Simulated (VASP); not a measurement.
Band structure of Li (bcc). All values below come from optB86b-vdW, VASP's PBE PAW potentials (set 64) (plane waves; VASP).

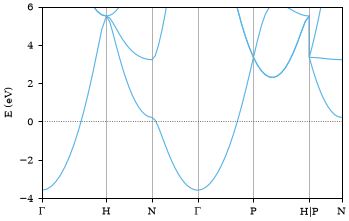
*Bands along high-symmetry lines, zero at the valence-band maximum or, without a gap, the Fermi level*

Q: Read the plot: is there a gap, and where are the band edges?

A: It has no gap at this level: it comes out as a metal or semimetal. (Edges off the drawn lines would not show.)

The compound is Li in the bcc structure. It was relaxed first.
